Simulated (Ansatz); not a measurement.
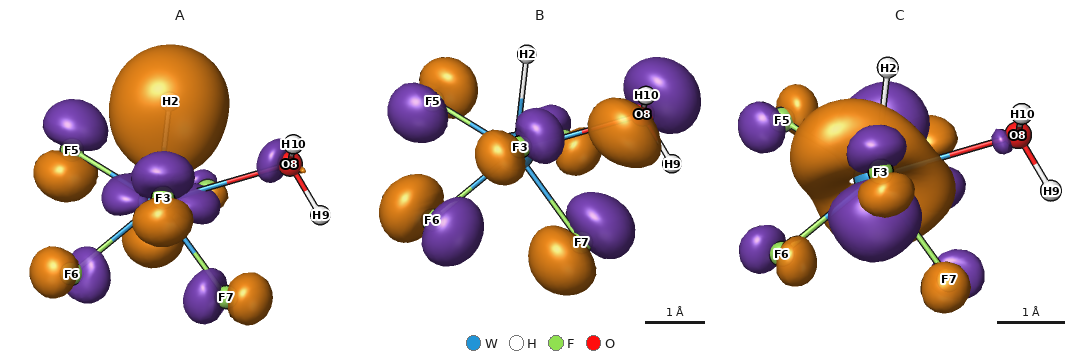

F₅H₃OW. Three frontier orbitals at ±0.15 Å⁻³ᐟ² (orange and purple are the two phases), in no order.

Core potentials replace the inner electrons of W.

Method: RKS B3LYP/def2-SVP (Ansatz 0.2.0).

Input file:

```
crystal:
  periodic: [false, false, false]
  atoms:
    - { symbol: W, position_ang: [-0.195175, -0.16897, -0.080654] }
    - { symbol: H, position_ang: [-0.000249, 0.315157, 1.551906] }
    - { symbol: F, position_ang: [1.381445, -0.980574, 0.503527] }
    - { symbol: F, position_ang: [-0.944946, 1.51467, -0.270266] }
    - { symbol: F, position_ang: [-1.880373, -0.55873, 0.61657] }
    - { symbol: F, position_ang: [-0.524425, -1.816282, -0.89073] }
    - { symbol: F, position_ang: [0.790504, 0.39791, -1.554794] }
    - { symbol: O, position_ang: [1.847033, 1.857354, 1.143281] }
    - { symbol: H, position_ang: [2.601368, 1.245276, 1.136627] }
    - { symbol: H, position_ang: [1.331318, 1.570389, 1.932933] }
basis:
  gaussian: { orbitals: def2-SVP }
hamiltonian:
  xc: b3lyp
relax:
  f_tol: 0.03
  max_steps: 50
output:
  orbitals: {}
```

Command:

```sh
ansatz run input.yaml --threads 4 --pin off --max-ram 5120MiB --backend cpu --events-out ev --progress --plain --runs-dir out
```

The fields are those of the run's last geometry, not of the input's.

Which picture is the HOMO−1, the HOMO and the LUMO?

B is the HOMO−1 (−10.80 eV). By Hirshfeld shares it lies mainly on O8 (about 25 %), F7 (about 25 %), F6 (about 20 %), F5 (about 10 %) and F3 (about 10 %); largely a combination of lone pairs on O8, F7, F6, F5 and F3. A is the HOMO (−9.41 eV). By Hirshfeld shares it lies mainly on H2 (about 35 %), W1 (about 30 %), F5 (about 10 %), F3 (about 10 %), F7 (about 5 %) and F6 (about 5 %). C is the LUMO (−3.96 eV). Its weight (Hirshfeld) is mainly on W1 (about 70 %), F4 (about 5 %) and F3 (about 5 %).

What is the HOMO–LUMO gap?

5.45 eV between the orbital energies.
